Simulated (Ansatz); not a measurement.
# CH2AlNO (SMILES O=C=[N][AlH2]): PBE/6-311+G(d,p)

Aim: the vertical electron affinity of CH2AlNO at PBE/6-311+G**, from 2 runs. 

The results are computed with Ansatz 0.2.0.

69 further runs of the same task are left out: 69 set aside as unsound or not needed. Runs told in other sessions of the task aren't counted.

### Step 1. The molecule

CH2AlNO has 6 atoms, charge 0, and is taken as a singlet. As SMILES, `O=C=[N][AlH2]`. The shape is that of a PBE0-D4/def2-TZVP optimisation.

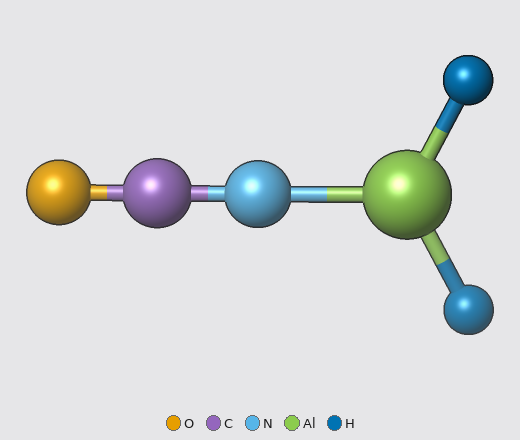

The structure, seen from a chosen angle (oxygen amber, carbon purple, nitrogen blue, aluminium green, hydrogen blue).

### Step 2. The energy at PBE/6-311+G(d,p)

Input file job.yaml:

```yaml
crystal:
  periodic: [false, false, false]
  atoms:
    - symbol: O
      position_ang: [1.702300, -2.146700, 0.966300]
    - symbol: C
      position_ang: [1.019700, -1.287700, 0.572500]
    - symbol: N
      position_ang: [0.319600, -0.406900, 0.168300]
    - symbol: Al
      position_ang: [-0.716100, 0.900800, -0.422500]
    - symbol: H
      position_ang: [-1.263800, 0.785800, -1.894800]
    - symbol: H
      position_ang: [-1.019700, 2.090500, 0.564100]
basis:
  gaussian:
    orbitals: 6-311+G_st__st_-spherical.json
hamiltonian:
  xc: pbe
accuracy: high
output: {orbitals: {seedname: orbitals}}
```

The basis set 6-311+G** is read from a file made from the Basis Set Exchange's data (not shown).

On the command line:

```
$ ansatz run job.yaml --threads 1 --pin off --max-ram 2610MiB --events-out events.jsonl --progress --plain --runs-dir runs
```

The program printed:

```text
Warning: RAYON_NUM_THREADS=1 ignored (pool sized by the plan → 1); use --threads N
Functional definition: PBE
  name "PBE"
  parameter kappa = 0.804
  parameter beta = 0.06672455060314922
  exchange = pbe_x(kappa = kappa, mu = beta*pi^2/3)
  correlation = pbe_c(beta = beta)
1785 factors; integrals over basis functions are off by at most 4.2e-9 eV
mean field evaluation 1: about -11187.1730 eV, gradient 7.3e1 eV
mean field evaluation 2: about -11153.1343 eV, gradient 1.3e2 eV
mean field evaluation 4: about -11196.6218 eV, gradient 1.5e1 eV
mean field evaluation 8: about -11197.0406 eV, gradient 4.4e-1 eV
mean field evaluation 16: about -11197.0411 eV, gradient 4.0e-6 eV
mean field -11197.04114628 eV, -411.4836724988 hartree, gradient 3.4e-8 eV, S^2 0.000000; 0 other end points of the search recorded, 0 dependent functions left out
reference -11197.04115237 eV, -411.4836727225 hartree; 18, 18 occupied and 90, 90 virtual orbitals, 1785 factors
Total energy: -11197.04115237 eV, -411.4836727225 hartree
```

Run time: 4.8 s. Hardware: 1 thread of Arm Neoverse V2, shared host; peak memory 0.24 GiB.

### Step 3. The doublet anion at the same level

Input file run.yaml:

```yaml
crystal:
  periodic: [false, false, false]
  atoms:
    - {symbol: O, position_ang: [1.702300, -2.146700, 0.966300]}
    - {symbol: C, position_ang: [1.019700, -1.287700, 0.572500]}
    - {symbol: N, position_ang: [0.319600, -0.406900, 0.168300]}
    - {symbol: Al, position_ang: [-0.716100, 0.900800, -0.422500]}
    - {symbol: H, position_ang: [-1.263800, 0.785800, -1.894800]}
    - {symbol: H, position_ang: [-1.019700, 2.090500, 0.564100]}
basis:
  gaussian: {orbitals: 6-311+G_st__st_-spherical.json}
accuracy: high
output: {orbitals: {seedname: orbitals}}
hamiltonian: {xc: pbe}
total_charge: -1
magnetization: {spin_polarized: true, initial_magnetization: 1}
```

The basis set 6-311+G** is read from a file made from the Basis Set Exchange's data (not shown).

On the command line:

```
$ ansatz run run.yaml --threads 1 --pin off --max-ram 2610MiB --events-out events.jsonl --progress --plain --runs-dir runs
```

The program printed:

```text
Warning: RAYON_NUM_THREADS=1 ignored (pool sized by the plan → 1); use --threads N
Functional definition: PBE
  name "PBE"
  parameter kappa = 0.804
  parameter beta = 0.06672455060314922
  exchange = pbe_x(kappa = kappa, mu = beta*pi^2/3)
  correlation = pbe_c(beta = beta)
1785 factors; integrals over basis functions are off by at most 4.2e-9 eV
mean field evaluation 1: about -11191.9298 eV, gradient 3.5e1 eV
mean field evaluation 2: about -11150.5842 eV, gradient 9.5e1 eV
mean field evaluation 4: about -11197.1245 eV, gradient 1.0e1 eV
mean field evaluation 8: about -11197.4566 eV, gradient 1.7e-1 eV
mean field evaluation 16: about -11197.4568 eV, gradient 3.8e-5 eV
mean field evaluation 32: about -11196.3613 eV, gradient 5.4e-1 eV
mean field -11197.45681840 eV, -411.4989481672 hartree, gradient 4.3e-8 eV, S^2 0.753245; 1 other end points of the search recorded, 0 dependent functions left out
reference -11197.45682251 eV, -411.4989483184 hartree; 19, 18 occupied and 89, 90 virtual orbitals, 1785 factors
Total energy: -11197.45682251 eV, -411.4989483184 hartree
```

Run time: 12 s. Hardware: 1 thread of Arm Neoverse V2, shared host; peak memory 0.33 GiB.

### Step 4. Results

Level: PBE/6-311+G**.

```
                                         quantity          value
                    singlet CH2AlNO: total energy  -411.48367 Eh
                     singlet CH2AlNO: HOMO energy       -7.06 eV
                     singlet CH2AlNO: LUMO energy       -2.54 eV
                   singlet CH2AlNO: HOMO–LUMO gap        4.51 eV
                      doublet anion: total energy  -411.49895 Eh
doublet anion: HOMO energy (highest over α and β)        1.67 eV
 doublet anion: LUMO energy (lowest over α and β)        2.67 eV
                              doublet anion: ⟨S²⟩          0.753
vertical electron affinity (to the doublet anion)       0.416 eV
```

In words: At fixed nuclei the extra electron is bound by 0.42 eV (9.6 kcal/mol). The HOMO (doublet anion) lies at positive energy, 1.67 eV, from the functional's self-interaction, a short basis or an electron that isn't bound; only total energies against the neutral tell.
